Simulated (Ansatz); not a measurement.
The starting structures come from a database of crystals and need not be the phases stable at ambient conditions.

 Where the default PAW files enter, the runs use the earlier of Ansatz's two default sets.

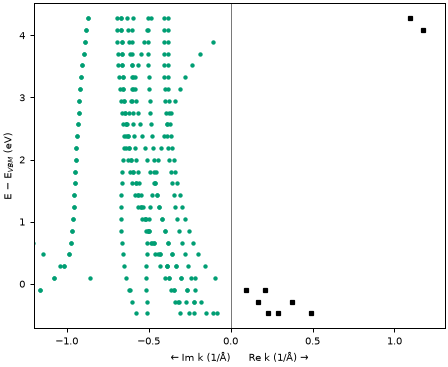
*Complex bands at the centre of the two-dimensional zone; r2SCAN (Ansatz, a quantum-chemistry and plane-wave program)*

The gap is the functional's own, uncorrected, and κ follows it; spin-orbit coupling is left out. Mid-gap values are interpolated between the computed energies.

Q: This is Be₃N₂ (P6_3/mmc, not sure to be the ambient phase, 10 atoms a cell, 6.8 Å³ an atom) along the normal of (100). Read off the slowest decay at the centre of the two-dimensional zone at 2.00 eV, the computed energy nearest the middle of the gap.

A: κ ≈ 0.35 1/Å, a decay length 1/(2κ) of the density of 1.4 Å.
